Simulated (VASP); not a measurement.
Band structure of HfSi (relaxed from the rocksalt structure, space group Fm-3m). All values below come from r2SCAN meta-GGA, VASP's PBE PAW potentials (set 64) (plane waves; VASP 6.6.1).

Unless said otherwise, spin-orbit coupling is left out, though it shifts the bands of the heavy elements here.

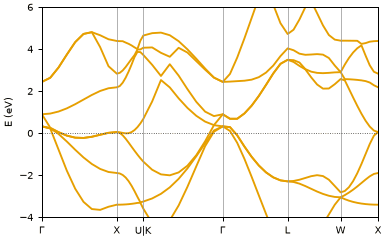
Bands along high-symmetry lines, zero at the valence-band maximum or, without a gap, the Fermi level

Q: Read the plot: is there a gap, and where are the band edges?

A: It has no gap at this level: it comes out as a metal or semimetal.

The structure was generated: HfSi was put into the rocksalt type (Fm-3m), which need not be its known phase. It was relaxed first, which changed the volume by -19 %.
